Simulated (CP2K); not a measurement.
Silylketene has these distinct C atoms: C2 (bonded to C and O) and C3 (bonded to C, Si and H).

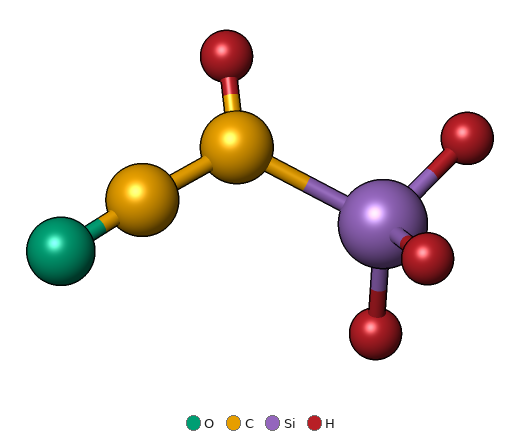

The molecule (oxygen teal, carbon orange, silicon purple, hydrogen red).

```xyz
8

O     2.5253   -1.0706    0.4676
C     1.6678   -0.2906    0.2699
C     0.6660    0.5325    0.0456
Si   -1.0765   -0.0805   -0.1497
H     0.8897    1.5977   -0.0169
H    -1.9264    1.1181   -0.3798
H    -1.2015   -1.0103   -1.3078
H    -1.5444   -0.7963    1.0711
```

Their partial C K spectra (CP2K XAS_TDP, all-electron GAPW, PBEh(45%), aug-pc-1, TDA, GW2X-corrected core level, no relativity) are given in random order, each times the number of alike atoms.

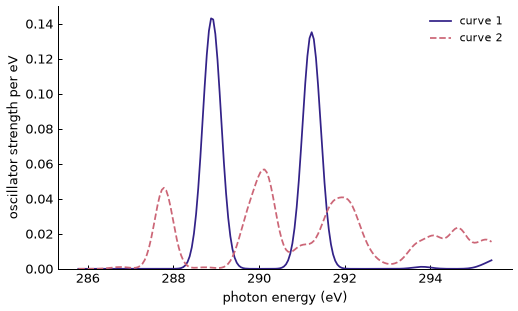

Gaussian full width 0.5 eV, oscillator strength per eV, alike atoms added, rows of zeros left out.

**Question.** Which curve belongs to which atom?

Curve 1: C2 (bonded to C and O), leading line at 288.90 eV (f = 0.077 an atom), ionisation energy 296.27 eV, term value 7.37 eV. Curve 2: C3 (bonded to C, Si and H), leading line at 287.78 eV (f = 0.025 an atom), ionisation energy 291.19 eV, term value 3.41 eV. The leading line of an atom is its first one with 35 % of the strongest within 2.5 eV of its lowest line over the strength cut. A line lies at the core ionisation energy, which rises as an atom loses charge to its neighbours or to a π system, less the term value, which is large for a low π* or σ* orbital with weight on that atom.

[Banner, clock and machine lines of the logs are left out without a mark of their own.]

[Logs are printed without paths, hosts, clocks, repeated set-up lines and the standing remarks that a program may print on its own settings, such as how far it seeks lower states.]

[Hosts, paths, dates, database ids (printed as entryN), source tags and the programs' standing remarks are cut or masked in the printed files.]
